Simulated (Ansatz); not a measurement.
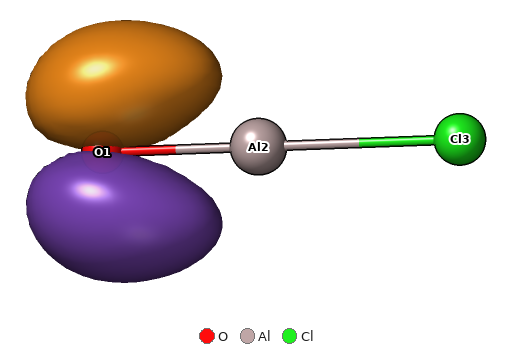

The picture shows: AlClO (SMILES [O]=[Al][Cl]). The HOMO at ±0.2 Å⁻³ᐟ² (orange and purple are the two phases), seen from one side.

Geometry: PBE0-D4/def2-TZVP.

Theory: RKS PBE0-D4/def2-TZVPP in Ansatz 0.2.0.

The calculation's input:

```
crystal:
  periodic: [false, false, false]
  atoms:
    - {symbol: O, position_ang: [0.109491, 1.726089, 0.250583]}
    - {symbol: Al, position_ang: [0.009737, 0.153532, 0.022293]}
    - {symbol: Cl, position_ang: [-0.119238, -1.879631, -0.272866]}
basis:
  gaussian: {orbitals: def2-TZVPP}
hamiltonian: {xc: pbe0, dispersion: d4}
output: {orbitals: {seedname: orbitals}}
```

Launched as:

```sh
ansatz run in.yaml --threads 4 --pin off --events-out ev --progress --plain --max-ram 10444MiB
```

Question: What is the character of this orbital?

Answer: By Hirshfeld shares it lies mainly on O1 (about 80 %) and Al2 (about 20 %). It is one of a degenerate set, so its orientation is arbitrary. Its energy is −7.90 eV.
